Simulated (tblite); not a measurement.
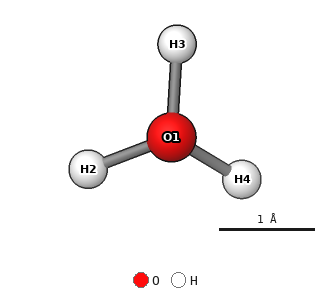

*The input geometry (ball-and-stick view, seen at a tilt; atoms are numbered from 1 in the order of the input).*

**Run report: H₃O (charge +1), molecular dynamics**

System: H₃O (oxonium), charge +1.
Method: GFN2-xTB Langevin dynamics, gas phase (tblite 0.8.0).

### The input
```
{"job": {"kind": "md", "xc": "GFN2-xTB", "basis": "xTB", "temperature": 400, "steps": 2000, "every": 50}, "charge": 1, "multiplicity": 1}
O      0.003237    -0.001677     0.207459
H     -0.549617    -0.760801    -0.085213
H     -0.382458     0.861489    -0.064181
H      0.939072    -0.094238    -0.080919
```

The first line tells a small driver script what to run in tblite; the rest is the geometry in Å.

Machine: 1 CPU thread, shared host.

Launch command:
```bash
OMP_NUM_THREADS=1 python <driver script> task.json out
```

### Log
```
t/fs     T/K      E/eV
    0.0   164.7   -138.45677
   25.0   321.5   -138.42564
   50.0   260.5   -138.37887
   75.0   334.8   -138.34536
  100.0   437.5   -138.35071
  125.0   841.6   -138.42208
  150.0   781.1   -138.42352
  175.0   329.5   -138.38854
  200.0   514.4   -138.38024
  225.0   242.2   -138.33459
  250.0   243.8   -138.27507
  275.0   115.2   -138.20814
  300.0   195.6   -138.31025
  325.0   218.1   -138.27375
  350.0   144.7   -138.26055
  375.0   179.9   -138.29820
  400.0   210.0   -138.39956
  425.0   309.2   -138.34674
  450.0   431.8   -138.36243
  475.0   447.8   -138.28222
  500.0   475.7   -138.27198
  525.0   356.1   -138.34694
  550.0   556.6   -138.37926
  575.0   519.8   -138.36704
  600.0   292.7   -138.39224
  625.0   155.6   -138.38224
  650.0   200.3   -138.40673
  675.0   232.4   -138.43248
  700.0   417.6   -138.39377
  725.0   391.5   -138.43851
  750.0   421.7   -138.38354
  775.0   379.6   -138.37334
  800.0   262.5   -138.19970
  825.0   489.0   -138.17952
  850.0   641.6   -138.32262
  875.0   874.9   -138.38351
  900.0   990.1   -138.39331
  925.0   640.0   -138.38461
  950.0   410.2   -138.39426
  975.0   349.0   -138.41405
 1000.0   315.7   -138.43735
```

### Trajectory as extended XYZ (Å, eV, eV/Å), 41 frames, from step=0 to step=40
```
4
Properties=species:S:1:pos:R:3:forces:R:3 step=0 time_fs=0.0 energy=-138.45677 temperature=164.7
O     0.0032   -0.0017    0.2075   -0.0015   0.0012   0.0022
H    -0.5496   -0.7608   -0.0852    0.0008   0.0003  -0.0007
H    -0.3825    0.8615   -0.0642    0.0004  -0.0010  -0.0004
H     0.9391   -0.0942   -0.0809    0.0002  -0.0005  -0.0011
4
Properties=species:S:1:pos:R:3:forces:R:3 step=1 time_fs=25.0 energy=-138.42564 temperature=321.5
O     0.0096   -0.0847    0.2288   -1.3374  -0.6074   0.0611
H    -0.6871   -0.8171    0.0742    0.8151   0.9455   0.1586
H    -0.3036    0.8085   -0.0558    0.0392  -0.2321   0.0218
H     0.8650   -0.3224   -0.1576    0.4831  -0.1060  -0.2415
4
Properties=species:S:1:pos:R:3:forces:R:3 step=2 time_fs=50.0 energy=-138.37887 temperature=260.5
O     0.0264   -0.2115    0.3424    2.3553   0.4355  -1.3924
H    -0.7755   -0.6933    0.4900   -1.3390  -0.6550   0.1857
H    -0.0710    0.7124    0.0134   -0.3452   0.0484   0.2885
H     0.6332   -0.6559   -0.3492   -0.6710   0.1711   0.9181
4
Properties=species:S:1:pos:R:3:forces:R:3 step=3 time_fs=75.0 energy=-138.34536 temperature=334.8
O     0.0108   -0.2803    0.4746   -0.4975   1.1422   2.2355
H    -0.7504   -0.6369    1.0389    0.6643   0.6767  -0.6285
H     0.1360    0.7064    0.3522   -0.4172  -0.7049   0.2206
H     0.1614   -0.7701   -0.3054    0.2503  -1.1140  -1.8276
4
Properties=species:S:1:pos:R:3:forces:R:3 step=4 time_fs=100.0 energy=-138.35071 temperature=437.5
O    -0.0927   -0.2825    0.5682   -1.9363  -1.2359  -0.8992
H    -0.5881   -0.2857    1.4268    0.4650   0.2934   0.0260
H     0.0513    0.6038    0.1844    0.1690   0.3252   0.1271
H    -0.7538   -0.7853   -0.0633    1.3023   0.6173   0.7461
4
Properties=species:S:1:pos:R:3:forces:R:3 step=5 time_fs=125.0 energy=-138.42208 temperature=841.6
O    -0.3127   -0.2943    0.7008   -0.2726  -0.7229  -0.3980
H    -0.0417   -0.0135    1.5837    0.3809   0.5703   0.4896
H    -0.4000    0.3702   -0.0093    0.1349   0.3957   0.0141
H    -1.1408   -0.8068    0.7893   -0.2432  -0.2430  -0.1057
4
Properties=species:S:1:pos:R:3:forces:R:3 step=6 time_fs=150.0 energy=-138.42352 temperature=781.1
O    -0.5088   -0.3479    0.8822    0.6708   0.1647  -0.6650
H     0.1047    0.3196    1.2968   -0.4032  -0.2318  -0.4235
H    -0.7599   -0.2177   -0.0787    0.2744   0.1403   0.7004
H    -1.2709   -0.5540    1.4368   -0.5420  -0.0731   0.3881
4
Properties=species:S:1:pos:R:3:forces:R:3 step=7 time_fs=175.0 energy=-138.38854 temperature=329.5
O    -0.7015   -0.4113    0.9336   -1.0267   0.4698   1.1491
H    -0.3039    0.4343    0.6469    0.3583   0.2327   0.0718
H    -1.2596   -0.7140    0.1844   -0.1466  -0.3036   0.0812
H    -1.2580   -0.2436    1.7933    0.8151  -0.3988  -1.3020
4
Properties=species:S:1:pos:R:3:forces:R:3 step=8 time_fs=200.0 energy=-138.38024 temperature=514.4
O    -0.8858   -0.4344    0.9528    0.2029  -1.4585  -2.1746
H    -0.5958    0.0212    0.1286    0.1717   0.0284  -0.0005
H    -1.6708   -0.9938    0.7186    0.0664   0.1997   0.4539
H    -0.9506    0.1765    1.6579   -0.4410   1.2303   1.7212
4
Properties=species:S:1:pos:R:3:forces:R:3 step=9 time_fs=225.0 energy=-138.33459 temperature=242.2
O    -0.9757   -0.4698    1.0259   -0.1744   0.5893  -1.2140
H    -0.8503   -0.5473   -0.0070   -0.1558   0.2397   1.8329
H    -1.9110   -0.7716    1.2629    0.9524   0.5314  -0.0918
H    -0.6938    0.4545    1.3788   -0.6222  -1.3604  -0.5271
4
Properties=species:S:1:pos:R:3:forces:R:3 step=10 time_fs=250.0 energy=-138.27507 temperature=243.8
O    -0.9995   -0.4392    0.9723   -0.5291  -0.3927   2.2490
H    -0.9602   -0.9253    0.1923    0.6889  -1.6630  -2.8397
H    -1.9171   -0.5813    1.2629   -0.5473   0.3613   0.6599
H    -0.7125    0.4554    0.8677    0.3875   1.6945  -0.0692
4
Properties=species:S:1:pos:R:3:forces:R:3 step=11 time_fs=275.0 energy=-138.20814 temperature=115.2
O    -1.0773   -0.4016    0.9061   -0.1114  -1.1802  -1.6215
H    -1.0354   -1.2871    0.3064    0.2112   2.1805   1.0153
H    -1.9226   -0.5412    1.4191    0.4963   0.7252  -0.2976
H    -0.9218    0.4937    0.3918   -0.5962  -1.7256   0.9038
4
Properties=species:S:1:pos:R:3:forces:R:3 step=12 time_fs=300.0 energy=-138.31025 temperature=195.6
O    -1.1490   -0.4093    0.8602    0.8834   0.5611   1.0785
H    -0.9668   -1.2358    0.4626    0.7103  -1.7832  -1.4189
H    -1.7950   -0.5993    1.5285   -1.2364   0.2398   1.1889
H    -1.2916    0.3399    0.2920   -0.3574   0.9822  -0.8485
4
Properties=species:S:1:pos:R:3:forces:R:3 step=13 time_fs=325.0 energy=-138.27375 temperature=218.1
O    -1.2961   -0.4294    0.7583   -0.6229  -1.1867   1.1805
H    -0.9435   -1.3187    0.3860   -0.5842   1.5568   0.0263
H    -1.9320   -0.6777    1.5505    0.9990   0.7183  -1.5486
H    -1.6064    0.3318    0.1778    0.2082  -1.0884   0.3418
4
Properties=species:S:1:pos:R:3:forces:R:3 step=14 time_fs=350.0 energy=-138.26055 temperature=144.7
O    -1.4007   -0.4857    0.7683   -0.2000   0.8611   0.9808
H    -1.1071   -1.2440    0.2968    1.1958  -1.1386  -1.7808
H    -2.0358   -0.9325    1.3287   -1.0080  -0.0593   1.3539
H    -1.8488    0.2375    0.2966    0.0122   0.3368  -0.5540
4
Properties=species:S:1:pos:R:3:forces:R:3 step=15 time_fs=375.0 energy=-138.29820 temperature=179.9
O    -1.4527   -0.5778    0.7240    0.1504  -2.1098   0.9326
H    -0.9281   -1.2676    0.1937   -0.5576   1.3434   0.0745
H    -2.1133   -1.1140    1.2700    0.4085   0.8577  -0.5100
H    -1.7407    0.3088    0.4447   -0.0012  -0.0913  -0.4971
4
Properties=species:S:1:pos:R:3:forces:R:3 step=16 time_fs=400.0 energy=-138.39956 temperature=210.0
O    -1.4079   -0.7076    0.6672   -0.1980  -0.0977   0.5417
H    -0.8044   -1.2190    0.1084    0.6221   0.2110  -0.6178
H    -2.1198   -1.3352    0.8805   -0.5897  -0.0803   0.3389
H    -1.7520    0.1609    0.3639    0.1657  -0.0329  -0.2629
4
Properties=species:S:1:pos:R:3:forces:R:3 step=17 time_fs=425.0 energy=-138.34674 temperature=309.2
O    -1.4296   -0.8346    0.6534   -0.9777  -2.1102  -0.1165
H    -0.6429   -1.2231    0.2013    0.2069   0.6995  -0.0567
H    -2.0898   -1.6243    0.5813    0.5462   1.2031   0.4010
H    -1.8469   -0.0286    0.2907    0.2245   0.2077  -0.2278
4
Properties=species:S:1:pos:R:3:forces:R:3 step=18 time_fs=450.0 energy=-138.36243 temperature=431.8
O    -1.4038   -1.0488    0.6692    0.6682  -0.3842   0.3966
H    -0.4794   -1.1197    0.3244   -0.2117   0.7634  -0.0101
H    -1.8001   -1.9066    0.4602   -0.7316  -0.3522  -0.0720
H    -1.9748   -0.2559    0.5708    0.2751  -0.0270  -0.3146
4
Properties=species:S:1:pos:R:3:forces:R:3 step=19 time_fs=475.0 energy=-138.28222 temperature=447.8
O    -1.4437   -1.2858    0.7746    0.6618  -0.5443  -1.1040
H    -0.4994   -1.3879    0.4189   -0.5658   1.0536   0.5446
H    -1.7599   -2.1400    0.3866   -0.8065   0.1474   0.3742
H    -1.9918   -0.4954    0.4653    0.7104  -0.6567   0.1852
4
Properties=species:S:1:pos:R:3:forces:R:3 step=20 time_fs=500.0 energy=-138.27198 temperature=475.7
O    -1.4570   -1.5489    0.8299   -2.3333  -1.5172   1.0404
H    -0.5785   -1.7356    0.5746    2.1404   0.4380  -0.8301
H    -1.9066   -2.4582    0.7453   -0.0916   1.1866   0.1026
H    -1.9841   -0.7603    0.5769    0.2845  -0.1074  -0.3129
4
Properties=species:S:1:pos:R:3:forces:R:3 step=21 time_fs=525.0 energy=-138.34694 temperature=356.1
O    -1.3833   -1.6857    0.8893    0.8439  -0.6834   0.2943
H    -0.5936   -2.1671    0.4841   -0.6712   0.9582  -0.1678
H    -1.9435   -2.3898    1.2468   -0.5123  -0.3520   0.3970
H    -1.9438   -1.0178    0.4466    0.3396   0.0772  -0.5234
4
Properties=species:S:1:pos:R:3:forces:R:3 step=22 time_fs=550.0 energy=-138.37926 temperature=556.6
O    -1.3465   -1.8005    0.9242   -0.6313  -0.3934   0.9207
H    -0.8283   -2.5115    0.5262    0.6600  -0.2208  -0.8834
H    -1.7611   -2.2960    1.6830   -0.1288   0.6263   0.0484
H    -2.0336   -1.4049    0.3399    0.1001  -0.0121  -0.0857
4
Properties=species:S:1:pos:R:3:forces:R:3 step=23 time_fs=575.0 energy=-138.36704 temperature=519.8
O    -1.3478   -1.9610    0.9351    1.2416  -0.5824   0.1547
H    -0.8330   -2.8075    0.7600   -0.7446   0.5807  -0.2543
H    -1.1997   -1.7662    1.8937   -0.6084   0.2237  -0.2774
H    -2.2213   -1.8330    0.4994    0.1114  -0.2220   0.3770
4
Properties=species:S:1:pos:R:3:forces:R:3 step=24 time_fs=600.0 energy=-138.39224 temperature=292.7
O    -1.3019   -2.1080    0.9333   -0.6899  -0.0331  -0.9622
H    -0.9369   -2.9632    1.2273   -0.2752  -0.3495  -0.0255
H    -1.0205   -1.4030    1.5286   -0.0676   0.5923   0.3834
H    -2.2551   -2.0583    0.5884    1.0327  -0.2097   0.6043
4
Properties=species:S:1:pos:R:3:forces:R:3 step=25 time_fs=625.0 energy=-138.38224 temperature=155.6
O    -1.2015   -2.1960    0.9103    1.6598   0.3770   1.5173
H    -1.0311   -2.8494    1.6496   -0.0600   0.0315  -0.5547
H    -0.8498   -1.3206    1.2605   -0.0603  -0.4257  -0.5113
H    -2.1354   -2.1006    0.7722   -1.5395   0.0172  -0.4514
4
Properties=species:S:1:pos:R:3:forces:R:3 step=26 time_fs=650.0 energy=-138.40673 temperature=200.3
O    -1.0888   -2.2060    0.9244   -1.9271  -0.3699  -0.5778
H    -0.9529   -3.0673    1.3762    0.0002   0.0736   0.0809
H    -0.4986   -1.5066    1.2059    0.5735   0.6795   0.3877
H    -2.0753   -1.9192    0.9027    1.3534  -0.3832   0.1092
4
Properties=species:S:1:pos:R:3:forces:R:3 step=27 time_fs=675.0 energy=-138.43248 temperature=232.4
O    -0.9965   -2.1448    0.8807    0.7813  -0.2716  -0.5311
H    -1.0669   -3.1136    0.9624   -0.1502  -0.2731   0.0979
H    -0.2300   -1.7803    1.3618    0.1289   0.1553   0.2120
H    -1.8154   -1.6537    0.9798   -0.7599   0.3895   0.2212
4
Properties=species:S:1:pos:R:3:forces:R:3 step=28 time_fs=700.0 energy=-138.39377 temperature=417.6
O    -0.7927   -1.9868    0.8901   -1.3839   0.5800   0.5890
H    -0.8917   -2.8832    0.5131   -0.0599  -0.1513  -0.3923
H    -0.5031   -2.1156    1.8257    0.1258   0.2520  -0.0629
H    -1.6955   -1.4823    0.8909    1.3180  -0.6806  -0.1337
4
Properties=species:S:1:pos:R:3:forces:R:3 step=29 time_fs=725.0 energy=-138.43851 temperature=391.5
O    -0.6023   -1.8934    0.8783    0.4348   0.0239   0.0608
H    -0.3887   -2.4035    0.0736   -0.0291   0.0905  -0.4028
H    -0.8555   -2.5115    1.5822   -0.2244  -0.1990   0.4998
H    -1.2189   -1.1430    0.7722   -0.1812   0.0845  -0.1578
4
Properties=species:S:1:pos:R:3:forces:R:3 step=30 time_fs=750.0 energy=-138.38354 temperature=421.7
O    -0.5244   -1.7658    0.8589    0.2063  -2.5027  -0.5812
H    -0.1101   -1.7602   -0.0523   -0.4010   0.1194   0.5954
H    -1.1302   -2.5826    1.0081    0.7923   1.1575  -0.2648
H    -0.9178   -0.9548    1.1519   -0.5976   1.2258   0.2507
4
Properties=species:S:1:pos:R:3:forces:R:3 step=31 time_fs=775.0 energy=-138.37334 temperature=379.6
O    -0.4525   -1.6108    0.7586   -0.5493   0.9971   2.1383
H     0.1274   -1.3294    0.0590    0.9588   0.5780  -0.8450
H    -1.2268   -2.0247    0.3805   -0.9856  -0.6438  -0.3807
H    -0.7477   -0.8630    1.4047    0.5761  -0.9313  -0.9127
4
Properties=species:S:1:pos:R:3:forces:R:3 step=32 time_fs=800.0 energy=-138.19970 temperature=262.5
O    -0.3752   -1.4080    0.6668    1.0015  -2.0989  -4.1964
H     0.4456   -1.2475    0.0046   -1.8535  -0.1694   1.5205
H    -1.2269   -1.6700    0.1583    1.1476   0.6432   0.8741
H    -0.4196   -0.8632    1.4123   -0.2955   1.6251   1.8018
4
Properties=species:S:1:pos:R:3:forces:R:3 step=33 time_fs=825.0 energy=-138.17952 temperature=489.0
O    -0.2771   -1.2828    0.5597   -2.1927   1.0920   4.1325
H     0.3086   -1.2191   -0.1239    3.2907   0.4033  -2.8476
H    -1.1310   -1.3181    0.1181   -1.2016  -0.1501  -0.0577
H    -0.2542   -0.4963    1.2549    0.1036  -1.3452  -1.2272
4
Properties=species:S:1:pos:R:3:forces:R:3 step=34 time_fs=850.0 energy=-138.32262 temperature=641.6
O    -0.2440   -1.0960    0.4781    0.7980  -0.3611  -1.9143
H     0.5939   -1.3213   -0.1423   -1.6151   0.6603   1.5094
H    -1.0552   -1.1405   -0.1186    0.5879   0.0070   0.6186
H    -0.2145   -0.2195    0.9382    0.2292  -0.3062  -0.2136
4
Properties=species:S:1:pos:R:3:forces:R:3 step=35 time_fs=875.0 energy=-138.38351 temperature=874.9
O    -0.3055   -0.9549    0.4409    0.7671  -1.5890  -0.5549
H     0.5117   -1.5660    0.5304   -0.8755   1.0459   0.3124
H    -0.5023   -0.9248   -0.5198   -0.2266   0.1562  -0.0867
H    -0.3057   -0.0720    0.8379    0.3350   0.3869   0.3292
4
Properties=species:S:1:pos:R:3:forces:R:3 step=36 time_fs=900.0 energy=-138.39331 temperature=990.1
O    -0.4797   -0.9316    0.4446    0.6099   1.5247  -1.1301
H    -0.4843   -1.6734    1.0525   -0.0834  -0.4523   0.8347
H     0.2972   -1.0205   -0.1906   -0.6346   0.1720   0.4931
H    -0.5478    0.0134    0.8188    0.1081  -1.2444  -0.1978
4
Properties=species:S:1:pos:R:3:forces:R:3 step=37 time_fs=925.0 energy=-138.38461 temperature=640.0
O    -0.6034   -1.0181    0.4433   -1.5865  -1.6962  -0.9969
H    -1.5059   -1.4554    0.5524    0.6425   0.5357  -0.0514
H     0.0824   -1.6333    0.7179    0.7804  -0.2901   0.3703
H    -0.5565   -0.1218    0.7353    0.1636   1.4506   0.6779
4
Properties=species:S:1:pos:R:3:forces:R:3 step=38 time_fs=950.0 energy=-138.39426 temperature=410.2
O    -0.7784   -1.1049    0.5275    0.5452  -0.2765   1.5367
H    -1.7209   -1.1158    0.2653   -0.1259   0.1621  -0.1362
H    -0.6427   -1.8269    1.2526   -0.0479   1.0671  -1.0345
H    -0.4703   -0.1959    0.8585   -0.3714  -0.9527  -0.3659
4
Properties=species:S:1:pos:R:3:forces:R:3 step=39 time_fs=975.0 energy=-138.41405 temperature=349.0
O    -0.9336   -1.0640    0.7282   -0.5608   0.0583  -1.5687
H    -1.6882   -0.9125    0.0835    0.4607  -0.1672   0.3840
H    -1.1780   -1.6350    1.4520   -0.3733  -0.8922   0.8867
H    -0.6011   -0.2315    1.0657    0.4734   1.0011   0.2980
4
Properties=species:S:1:pos:R:3:forces:R:3 step=40 time_fs=1000.0 energy=-138.43735 temperature=315.7
O    -1.0027   -0.9940    0.9526   -0.6175   0.3052  -0.2183
H    -1.5247   -0.9417    0.0908    0.4517  -0.0770   0.7327
H    -1.4888   -1.5311    1.6384    0.2595   0.2753  -0.3567
H    -0.7884   -0.0791    1.2894   -0.0938  -0.5035  -0.1578
```

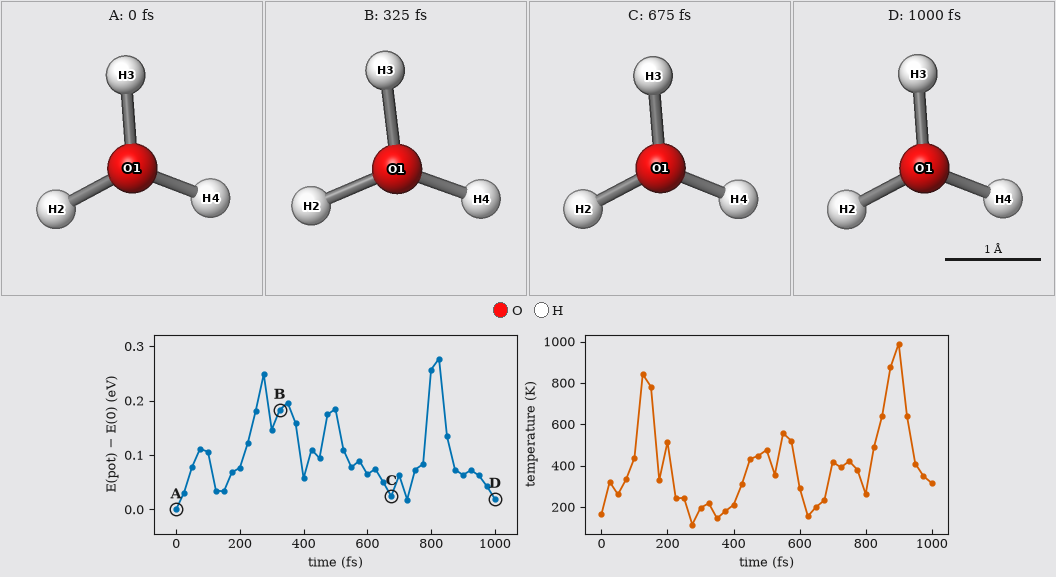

*Frames of the molecular dynamics (ball-and-stick, seen at a tilt) above the curves, on which the letters mark them.*

The trajectory kept here has 41 frames over 1000 fs. The temperature starts at 165 K, ranges from 115 to 990 K and averages 446 K over the second half. The potential energy ends 0.019 eV above its first value. After an unweighted best fit of the last frame on the first, the root-mean-square displacement is 0.01 Å.

### Key numbers

| quantity | value |
| --- | --- |
| outcome | finished |
| mean temperature over the second half | 446 K |
| trajectory | 41 frames kept, 1000 fs |
| wall time | 8.6 s |
| peak memory | 0.18 GiB |
